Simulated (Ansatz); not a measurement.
Run report: CH₉NSi, geometry relaxation (part 2 of 2)

Continued. System: CH₉NSi. Method: RKS PBE/6-31G* (Ansatz 0.2.0). It belongs to a series of runs on one base structure; here: end point A relaxed.

Geometry of the input (Å):
```
Si -0.1068  0.1230  0.1203
N  -0.1787  0.2004  1.9072
H  -0.7494  -0.4707  2.4217
H  0.6693  0.4332  2.4249
H  1.3309  0.2176  -0.3028
H  -0.7850  1.3240  -0.4772
C  -0.9819  -1.4194  -0.5608
H  -1.5934  -1.9068  0.2185
H  -1.6520  -1.1521  -1.3960
H  -0.2616  -2.1688  -0.9289
H  1.4394  -1.9180  0.9068
H  1.1591  -1.5847  1.4708
```

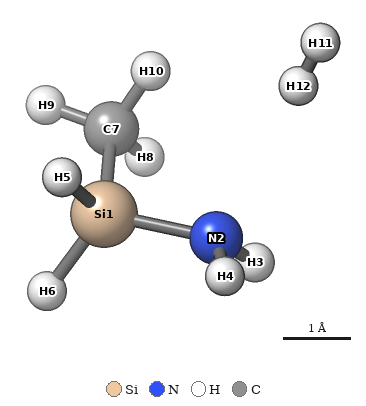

*The geometry at step 13 of the log (ball-and-stick view, seen at a tilt; atoms are numbered from 1 in the order of the input).*

### Trajectory as extended XYZ, continued
```
12
Properties=species:S:1:pos:R:3:forces:R:3 step=5 energy=-10542.67110
Si   -0.2575    0.2583    0.0945   -0.0482   0.0075   0.0729
N    -0.2228    0.2505    1.8460    0.0751  -0.0670  -0.0442
H    -0.7644   -0.4409    2.3632    0.0144   0.0509  -0.0107
H     0.6329    0.4966    2.3425   -0.0640  -0.0114  -0.0239
H     1.1589    0.3928   -0.4006   -0.0130   0.0240  -0.0216
H    -1.0077    1.4469   -0.4514   -0.0175  -0.0253   0.0123
C    -1.0562   -1.3308   -0.5651    0.0191  -0.1629  -0.1780
H    -1.8589   -1.7000    0.1076    0.1312   0.0913  -0.1395
H    -1.5058   -1.1696   -1.5697    0.1194  -0.0432   0.2638
H    -0.2897   -2.1306   -0.6551   -0.2378   0.1569   0.0495
H     1.9379   -2.4520    1.1678    0.1273  -0.1448  -0.0536
H     1.5232   -1.9435    1.5246   -0.1062   0.1239   0.0730
12
Properties=species:S:1:pos:R:3:forces:R:3 step=6 energy=-10542.69951
Si   -0.2996    0.2756    0.0874    0.2310   0.0037  -0.0346
N    -0.1712    0.2132    1.8271   -0.0270  -0.1409   0.0540
H    -0.7592   -0.4155    2.3774    0.1032   0.1391  -0.0702
H     0.6894    0.4554    2.3137   -0.0445  -0.0035  -0.0293
H     1.0850    0.4921   -0.4753   -0.0634   0.0488   0.0740
H    -1.1411    1.4293   -0.3978   -0.0251  -0.0174   0.0175
C    -1.0539   -1.3147   -0.5906   -0.1502  -0.0833   0.0899
H    -1.9565   -1.5629   -0.0005   -0.0247  -0.0367  -0.1027
H    -1.3707   -1.1732   -1.6378   -0.0077  -0.0502  -0.0155
H    -0.3741   -2.1843   -0.5355    0.0041   0.1480   0.0027
H     2.0373   -2.5473    1.2899    0.0460  -0.0437   0.0096
H     1.6046   -1.9900    1.5465   -0.0417   0.0361   0.0043
12
Properties=species:S:1:pos:R:3:forces:R:3 step=7 energy=-10542.63771 accepted=F
Si   -0.2754    0.2657    0.0562   -0.6113   0.4023   0.3255
N    -0.1011    0.1874    1.7879   -0.0490  -0.2956   0.2126
H    -0.7138   -0.3703    2.3887    0.1234   0.1990  -0.1483
H     0.7563    0.4611    2.2620   -0.0373  -0.0051  -0.0411
H     1.1186    0.6690   -0.3889   -0.3042  -0.2164  -0.2343
H    -1.2808    1.3222   -0.3761    0.3304   0.1286   0.0056
C    -1.1021   -1.3028   -0.6099    0.5305  -0.1967  -0.1985
H    -2.0559   -1.5225   -0.0955    0.1179   0.1329   0.0844
H    -1.3331   -1.2001   -1.6850    0.0200   0.0165   0.0122
H    -0.4265   -2.1649   -0.4839   -0.1173  -0.1668  -0.0296
H     2.0817   -2.6180    1.3835   -0.0109   0.0207   0.0296
H     1.6222   -2.0491    1.5655    0.0079  -0.0195  -0.0181
12
Properties=species:S:1:pos:R:3:forces:R:3 step=8 energy=-10542.71296
Si   -0.3103    0.2754    0.0804    0.0703   0.1304   0.0133
N    -0.1280    0.1870    1.8114   -0.1248  -0.2483   0.1509
H    -0.7482   -0.3822    2.3955    0.1930   0.2180  -0.1475
H     0.7368    0.4333    2.2869   -0.0438  -0.0009  -0.0291
H     1.0635    0.5660   -0.4778   -0.1062  -0.0479   0.0249
H    -1.1991    1.4143   -0.3644    0.0169  -0.0277   0.0181
C    -1.0711   -1.3118   -0.6037   -0.0646  -0.0927  -0.0048
H    -2.0136   -1.5381   -0.0652    0.0958   0.0043  -0.0847
H    -1.3260   -1.1923   -1.6729    0.0183  -0.0327   0.0542
H    -0.3989   -2.1826   -0.4931   -0.0548   0.1008  -0.0117
H     2.0780   -2.5828    1.3711   -0.1648   0.2105   0.0788
H     1.6067   -2.0085    1.5362    0.1646  -0.2138  -0.0624
12
Properties=species:S:1:pos:R:3:forces:R:3 step=9 energy=-10542.73119
Si   -0.3313    0.2752    0.0757    0.0082   0.0805   0.0314
N    -0.0581    0.1193    1.7884   -0.0625  -0.2303   0.1448
H    -0.7091   -0.3517    2.4218    0.1734   0.1931  -0.1363
H     0.7884    0.4417    2.2540   -0.1246  -0.0011  -0.0608
H     1.0175    0.5950   -0.5144   -0.0605  -0.0171  -0.0081
H    -1.2567    1.4127   -0.3009    0.0390  -0.0318   0.0212
C    -1.0866   -1.3042   -0.6377   -0.0362  -0.0792  -0.0204
H    -2.0393   -1.5437   -0.1238    0.1077   0.0116  -0.0720
H    -1.3157   -1.1807   -1.7135    0.0152  -0.0038   0.0934
H    -0.4082   -2.1696   -0.5214   -0.0625   0.0875  -0.0019
H     2.0845   -2.5920    1.4694   -0.0446   0.0584   0.0377
H     1.6045   -2.0244    1.6068    0.0475  -0.0680  -0.0288
12
Properties=species:S:1:pos:R:3:forces:R:3 step=10 energy=-10542.74448
Si   -0.3443    0.2747    0.0727   -0.0429   0.1735  -0.0625
N    -0.0174    0.0670    1.7681   -0.2023  -0.3564   0.5313
H    -0.7237   -0.2779    2.4378    0.4088   0.2721  -0.3965
H     0.7914    0.4747    2.2385   -0.1703   0.0080  -0.1169
H     0.9835    0.6350   -0.5475   -0.0989  -0.0483   0.0323
H    -1.3052    1.4050   -0.2485    0.0773  -0.0506   0.0103
C    -1.0954   -1.2969   -0.6575   -0.0876  -0.1273  -0.0194
H    -2.0635   -1.5304   -0.1635    0.2018   0.0253  -0.1093
H    -1.3007   -1.1668   -1.7393    0.0266  -0.0288   0.1482
H    -0.4225   -2.1668   -0.5252   -0.1086   0.1326  -0.0314
H     2.1474   -2.6548    1.5559   -0.2431   0.2732   0.0349
H     1.6403   -2.0850    1.6129    0.2394  -0.2735  -0.0210
12
Properties=species:S:1:pos:R:3:forces:R:3 step=11 energy=-10542.75331
Si   -0.3653    0.2668    0.0693   -0.0151   0.1533   0.0246
N     0.0771   -0.0410    1.7414   -0.1684   0.1715   1.2429
H    -0.6705   -0.2335    2.4531    0.6972   0.1834  -0.8311
H     0.8104    0.5413    2.2015   -0.6100  -0.4077  -0.5571
H     0.9281    0.6596   -0.5948   -0.0676  -0.0241   0.0046
H    -1.3493    1.4082   -0.1603    0.1214  -0.1239   0.0473
C    -1.1110   -1.2906   -0.6998   -0.0413  -0.0179   0.0206
H    -2.0675   -1.5601   -0.2119    0.0871   0.0163  -0.0396
H    -1.3213   -1.1358   -1.7748    0.0155   0.0133   0.0805
H    -0.4225   -2.1477   -0.5991   -0.0267   0.0454  -0.0005
H     2.1443   -2.6738    1.6644   -0.0210   0.0126   0.0168
H     1.6373   -2.1156    1.7154    0.0288  -0.0223  -0.0089
12
Properties=species:S:1:pos:R:3:forces:R:3 step=12 energy=-10542.78241
Si   -0.3576    0.2667    0.0757   -0.1543   0.1187  -0.3263
N     0.0548   -0.0328    1.7377    0.0589  -0.0528   0.7267
H    -0.6962   -0.2014    2.4181    0.1249  -0.0035  -0.2124
H     0.7660    0.5562    2.1816   -0.0786  -0.0524  -0.1617
H     0.9356    0.6519   -0.5872   -0.0217  -0.0166  -0.0107
H    -1.3301    1.4090   -0.1475    0.0382  -0.0317  -0.0207
C    -1.1083   -1.2887   -0.6887   -0.0052   0.0230  -0.0327
H    -2.0500   -1.5751   -0.1857    0.0459   0.0164  -0.0073
H    -1.3420   -1.1220   -1.7557    0.0039  -0.0081   0.0324
H    -0.4079   -2.1374   -0.6133   -0.0129   0.0106   0.0021
H     2.1621   -2.7069    1.6673   -0.0077   0.0053   0.0078
H     1.6633   -2.1416    1.7022    0.0087  -0.0089   0.0028
12
Properties=species:S:1:pos:R:3:forces:R:3 step=13 energy=-10542.77549 accepted=F
Si   -0.3561    0.3199    0.0325    0.1703  -0.2732   0.4381
N     0.0705   -0.0734    1.7104   -0.0481   0.1811  -0.4118
H    -0.7091   -0.3655    2.3048    0.0304   0.0459   0.0614
H     0.6331    0.6243    2.2010   -0.0158   0.0006   0.1076
H     0.9345    0.6753   -0.6426    0.0270   0.0314  -0.0322
H    -1.2974    1.4778   -0.1832   -0.0595   0.0618   0.0137
C    -1.1196   -1.2508   -0.6598   -0.0139  -0.1346  -0.0002
H    -2.0496   -1.5107   -0.1247   -0.0018   0.0035   0.0104
H    -1.3690   -1.1584   -1.7237   -0.0670   0.0408  -0.2146
H    -0.4162   -2.0935   -0.5458   -0.0138   0.0372   0.0208
H     2.2151   -2.7808    1.7100    0.0334  -0.0392   0.0060
H     1.7537   -2.1864    1.7256   -0.0412   0.0448   0.0009
12
Properties=species:S:1:pos:R:3:forces:R:3 step=14 energy=-10542.79068
Si   -0.3625    0.2738    0.0677    0.0524   0.0147  -0.0555
N     0.0789   -0.0588    1.7340    0.0157  -0.0030   0.0186
H    -0.6751   -0.2597    2.3949    0.0283   0.0144   0.0018
H     0.7484    0.5818    2.1656   -0.0333  -0.0123   0.0128
H     0.9215    0.6559   -0.6133   -0.0065   0.0152   0.0089
H    -1.3283    1.4198   -0.1388   -0.0080   0.0053   0.0037
C    -1.1123   -1.2756   -0.6969   -0.0406  -0.0428  -0.0019
H    -2.0385   -1.5655   -0.1703   -0.0072  -0.0207  -0.0191
H    -1.3697   -1.1136   -1.7577   -0.0098   0.0232   0.0061
H    -0.4082   -2.1219   -0.6370    0.0063   0.0107   0.0150
H     2.1628   -2.7160    1.7213    0.0026  -0.0075   0.0065
H     1.6728   -2.1424    1.7350    0.0002   0.0026   0.0031
12
Properties=species:S:1:pos:R:3:forces:R:3 step=15 energy=-10542.79183
Si   -0.3641    0.2814    0.0534   -0.0155   0.0255   0.0974
N     0.0975   -0.0628    1.7170    0.0208   0.0288  -0.0617
H    -0.6520   -0.2891    2.3746    0.0054   0.0053   0.0037
H     0.7370    0.6044    2.1548   -0.0208  -0.0226   0.0068
H     0.9081    0.6913   -0.6331   -0.0094  -0.0250  -0.0133
H    -1.3420    1.4214   -0.1299   -0.0049   0.0106  -0.0029
C    -1.1234   -1.2680   -0.7038    0.0210  -0.0362  -0.0099
H    -2.0424   -1.5708   -0.1717    0.0105   0.0177   0.0073
H    -1.3940   -1.0989   -1.7596   -0.0008   0.0031  -0.0205
H    -0.4106   -2.1076   -0.6545   -0.0061  -0.0078  -0.0127
H     2.1796   -2.7516    1.7752   -0.0067   0.0015   0.0107
H     1.6963   -2.1719    1.7820    0.0064  -0.0008  -0.0049
12
Properties=species:S:1:pos:R:3:forces:R:3 step=16 energy=-10542.79299
Si   -0.3741    0.2865    0.0510    0.0100  -0.0171   0.0449
N     0.1120   -0.0694    1.7047    0.0106   0.0401  -0.0319
H    -0.6277   -0.3047    2.3702   -0.0065  -0.0047   0.0009
H     0.7486    0.6012    2.1416   -0.0085  -0.0187  -0.0029
H     0.8884    0.6967   -0.6526   -0.0088   0.0010  -0.0044
H    -1.3576    1.4257   -0.1148    0.0031  -0.0057   0.0047
C    -1.1288   -1.2625   -0.7152   -0.0011  -0.0046  -0.0018
H    -2.0406   -1.5775   -0.1781    0.0074   0.0086   0.0015
H    -1.4110   -1.0798   -1.7663    0.0032  -0.0078  -0.0041
H    -0.4099   -2.0980   -0.6839   -0.0084   0.0080  -0.0108
H     2.1835   -2.7630    1.8284   -0.0105   0.0086   0.0124
H     1.7071   -2.1774    1.8194    0.0096  -0.0077  -0.0087
12
Properties=species:S:1:pos:R:3:forces:R:3 step=17 energy=-10542.79400
Si   -0.3862    0.2920    0.0449    0.0064  -0.0251  -0.0099
N     0.1425   -0.0825    1.6815   -0.0185   0.0282  -0.0131
H    -0.5799   -0.3378    2.3594    0.0017  -0.0081  -0.0205
H     0.7746    0.5930    2.1167    0.0108  -0.0068  -0.0076
H     0.8524    0.7236   -0.6889   -0.0067   0.0088   0.0174
H    -1.3857    1.4235   -0.0820    0.0129  -0.0219   0.0124
C    -1.1387   -1.2525   -0.7364   -0.0021   0.0102  -0.0033
H    -2.0351   -1.5890   -0.1861    0.0139   0.0007  -0.0119
H    -1.4453   -1.0485   -1.7780    0.0092  -0.0150   0.0341
H    -0.4090   -2.0802   -0.7410   -0.0253   0.0274  -0.0030
H     2.1800   -2.7810    1.9485   -0.0865   0.1131  -0.0112
H     1.7203   -2.1829    1.8657    0.0841  -0.1115   0.0165
12
Properties=species:S:1:pos:R:3:forces:R:3 step=18 energy=-10542.79480
Si   -0.3894    0.2942    0.0401    0.0072  -0.0209  -0.0019
N     0.1571   -0.0901    1.6678   -0.0099   0.0165  -0.0237
H    -0.5568   -0.3575    2.3489   -0.0192  -0.0150   0.0047
H     0.7883    0.5851    2.1035    0.0229   0.0066   0.0009
H     0.8415    0.7394   -0.6984   -0.0133   0.0085   0.0061
H    -1.3974    1.4204   -0.0651    0.0144  -0.0194   0.0032
C    -1.1421   -1.2485   -0.7439    0.0005   0.0082  -0.0142
H    -2.0318   -1.5926   -0.1873    0.0134   0.0034  -0.0106
H    -1.4594   -1.0396   -1.7813    0.0064  -0.0143   0.0318
H    -0.4094   -2.0732   -0.7610   -0.0220   0.0264  -0.0003
H     2.1723   -2.7785    1.9894   -0.0534   0.0698  -0.0057
H     1.7170   -2.1812    1.8918    0.0529  -0.0699   0.0097
12
Properties=species:S:1:pos:R:3:forces:R:3 step=19 energy=-10542.79591
Si   -0.3998    0.3009    0.0289   -0.0026   0.0187  -0.0012
N     0.1901   -0.1066    1.6353   -0.0235  -0.0030  -0.0206
H    -0.5032   -0.4022    2.3266    0.0007  -0.0004  -0.0079
H     0.8244    0.5653    2.0712    0.0171   0.0118   0.0038
H     0.8032    0.7859   -0.7313   -0.0127  -0.0116   0.0146
H    -1.4275    1.4128   -0.0302    0.0147  -0.0200   0.0079
C    -1.1523   -1.2356   -0.7652    0.0024  -0.0177  -0.0213
H    -2.0239   -1.6001   -0.1929    0.0187   0.0059  -0.0129
H    -1.4978   -1.0146   -1.7910    0.0083  -0.0065   0.0342
H    -0.4107   -2.0512   -0.8147   -0.0239   0.0237   0.0021
H     2.1649   -2.7861    2.1066   -0.0210   0.0276  -0.0003
H     1.7226   -2.1907    1.9611    0.0217  -0.0285   0.0016
12
Properties=species:S:1:pos:R:3:forces:R:3 step=20 energy=-10542.79622
Si   -0.4106    0.3080    0.0196    0.0069   0.0226   0.0267
N     0.2120   -0.1168    1.6091   -0.0301  -0.0148  -0.0038
H    -0.4655   -0.4306    2.3089    0.0227   0.0152  -0.0231
H     0.8521    0.5511    2.0434    0.0015   0.0040   0.0002
H     0.7759    0.8159   -0.7522   -0.0244  -0.0077   0.0110
H    -1.4531    1.4078   -0.0007    0.0244  -0.0206  -0.0044
C    -1.1603   -1.2251   -0.7821   -0.0085  -0.0316  -0.0254
H    -2.0173   -1.6071   -0.1985    0.0246   0.0103  -0.0173
H    -1.5277   -0.9944   -1.7980    0.0089  -0.0073   0.0320
H    -0.4115   -2.0323   -0.8564   -0.0252   0.0285   0.0025
H     2.1621   -2.7943    2.2085   -0.0530   0.0733  -0.0253
H     1.7337   -2.2044    2.0028    0.0522  -0.0718   0.0269
12
Properties=species:S:1:pos:R:3:forces:R:3 step=21 energy=-10542.79644
Si   -0.4107    0.3062    0.0212    0.0105   0.0198   0.0051
N     0.2142   -0.1202    1.6089   -0.0232  -0.0079  -0.0025
H    -0.4628   -0.4313    2.3098    0.0113   0.0068  -0.0105
H     0.8557    0.5471    2.0419    0.0039   0.0050  -0.0005
H     0.7743    0.8145   -0.7516   -0.0139  -0.0053   0.0077
H    -1.4509    1.4075    0.0013    0.0146  -0.0188   0.0013
C    -1.1604   -1.2256   -0.7832   -0.0099  -0.0235  -0.0169
H    -2.0154   -1.6101   -0.1989    0.0186   0.0061  -0.0144
H    -1.5304   -0.9924   -1.7975    0.0076  -0.0050   0.0260
H    -0.4109   -2.0314   -0.8615   -0.0200   0.0236   0.0030
H     2.1571   -2.7877    2.2093   -0.0189   0.0267  -0.0085
H     1.7298   -2.1989    2.0047    0.0195  -0.0274   0.0102
```

### Key numbers

| quantity | value |
| --- | --- |
| outcome | converged |
| total energy | −10542.7965 eV |
| mean-field energy | −10542.7965 eV |
| largest force (length of the vector) at the end | 0.035 eV/Å |
| hardware | 1 thread of Intel Xeon (Sapphire Rapids), 16 GiB of memory available, shared host |
| wall time | 36 s |
| peak memory | 0.14 GiB |
